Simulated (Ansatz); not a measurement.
# C₃H₁₂BN: a ladder of functionals and wavefunction methods

Aim: compute C₃H₁₂BN with functionals from several rungs and with coupled cluster, and see how far each lands from CCSD(T) at the basis-set limit for the atomisation energy.

The runs use Ansatz 0.2.0, Gaussian basis; functionals in def2-TZVPP, the program's frozen cores in correlated methods.

Plan: LDA (SPW92), PBE-D4, revPBE-D4, BLYP-D4, r2SCAN-D4, B97M-V, PBE0-D4, B3LYP-D4, r2SCANh-D4, r2SCAN0-D4, HSE06-D4, BHLYP-D4, CAM-B3LYP-D4, LC-ωPBE, ωB97X-V, ωB97M-V, B2PLYP, PBE-QIDH; CCSD(T)/def2-SVP; CCSD(T)/def2-TZVPP; MP2/def2-QZVPP; extrapolation to the limit; RPA on PBE.

**1. The geometry**

The geometry comes from an earlier relaxation with PBE0-D4 in a triple-zeta def2 set; it is a stationary point, not always the lowest conformer.

SMILES `C[B-](C)(C)[NH3+]`, 17 atoms, charge 0, spin multiplicity 1.

Atoms are counted from 1 here; the program's logs count them from 0.

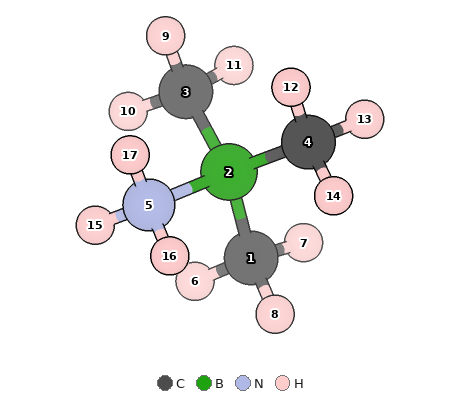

The geometry (carbon dark grey, boron green, nitrogen light blue, hydrogen pink); atoms are numbered from 1 in the order of the file.

**2. LDA**

This LDA is Slater exchange with PW92 correlation.

in.yaml reads:

```yaml
crystal:
  periodic: [false, false, false]
  atoms:
    - {symbol: C, position_ang: [-0.656532, 0.249543, -1.485578]}
    - {symbol: B, position_ang: [0.064301, -0.037220, -0.067941]}
    - {symbol: C, position_ang: [1.424934, 0.805249, 0.156666]}
    - {symbol: C, position_ang: [0.199303, -1.606860, 0.291955]}
    - {symbol: N, position_ang: [-0.997911, 0.566561, 1.074086]}
    - {symbol: H, position_ang: [-0.824765, 1.316898, -1.683751]}
    - {symbol: H, position_ang: [-0.028782, -0.114651, -2.305412]}
    - {symbol: H, position_ang: [-1.624210, -0.258617, -1.595951]}
    - {symbol: H, position_ang: [1.862281, 0.673225, 1.155716]}
    - {symbol: H, position_ang: [1.303709, 1.884962, -0.005641]}
    - {symbol: H, position_ang: [2.190451, 0.476982, -0.554010]}
    - {symbol: H, position_ang: [0.610422, -1.793068, 1.293505]}
    - {symbol: H, position_ang: [0.882645, -2.094905, -0.410679]}
    - {symbol: H, position_ang: [-0.749813, -2.155644, 0.222360]}
    - {symbol: H, position_ang: [-1.149537, 1.560546, 0.931159]}
    - {symbol: H, position_ang: [-1.895242, 0.094946, 1.012412]}
    - {symbol: H, position_ang: [-0.630254, 0.431451, 2.011103]}
basis:
  gaussian: {orbitals: def2-TZVPP}
hamiltonian: {xc: lda}
output: {orbitals: {seedname: orbitals}}
```

Command:

```sh
$ ansatz run in.yaml --threads 4 --pin off --events-out ev --progress --plain --max-ram 11315MiB
```

Further steps of the session: PBE-D4 (GGA); revPBE-D4 (GGA); BLYP-D4 (GGA); r2SCAN-D4 (meta-GGA); B97M-V (meta-GGA); PBE0-D4 (hybrid); B3LYP-D4 (hybrid); r2SCANh-D4 (hybrid); r2SCAN0-D4 (hybrid); HSE06-D4 (hybrid); BHLYP-D4 (hybrid); CAM-B3LYP-D4 (range-separated); LC-ωPBE (range-separated); ωB97X-V (range-separated); ωB97M-V (range-separated); B2PLYP (double hybrid); PBE-QIDH (double hybrid); CCSD(T) in def2-SVP; CCSD(T) in def2-TZVPP; MP2 in def2-QZVPP; RPA on PBE orbitals.

Before running them: what should the planned runs give, taken together? Wanted: atomisation energy, CCSD(T)/CBS; farthest beyond LDA; mean size of error, GGA; mean size of error, meta-GGA; mean size of error, hybrid; mean size of error, range-separated; mean size of error, double hybrid; gap, smallest and largest; T1 diagnostic.

**Answer**, as computed:

| quantity | value |
| --- | --- |
| atomisation energy, CCSD(T)/CBS | 6344.4 kJ/mol |
| functionals within 31.7 kJ/mol (0.5 %) | revPBE-D4, BLYP-D4, r2SCAN-D4, B97M-V, PBE0-D4, B3LYP-D4, r2SCANh-D4, LC-ωPBE, ωB97X-V, ωB97M-V, PBE-QIDH |
| farthest beyond LDA | BHLYP-D4 (-106.7 kJ/mol) |
| mean size of error, GGA | 45.0 kJ/mol |
| mean size of error, meta-GGA | 16.8 kJ/mol |
| mean size of error, hybrid | 39.7 kJ/mol |
| mean size of error, range-separated | 25.3 kJ/mol |
| mean size of error, double hybrid | 34.8 kJ/mol |
| gap, smallest and largest | 5.19 eV (BLYP-D4), 12.28 eV (LC-ωPBE) |
| T1 diagnostic | 0.0087 |
| triples share of the correlation energy | 3.6 % |

The LDA atomisation energy is off by 815.0 kJ/mol (13 %): it overbinds. PBE-D4 misses by +95.9 kJ/mol. Double hybrids carry the basis error of their MP2 part in triple zeta, and no dispersion term here, so their miss is partly the set-up's. The rungs meta-GGA, range-separated miss on average by less than the doubt on the reference (31.7 kJ/mol), so they tie. Misses under about 31.7 kJ/mol are within the doubt on the reference itself, which lacks core-valence correlation, relativity and higher excitations. Hartree-Fock recovers 75 % of the binding; the rest is correlation. CCSD(T) in def2-SVP is off by -262.3 kJ/mol, so the small basis spoils what the method gains. The gap grows from 5.2 to 12.3 eV across the functionals, mostly with the share of exact exchange.
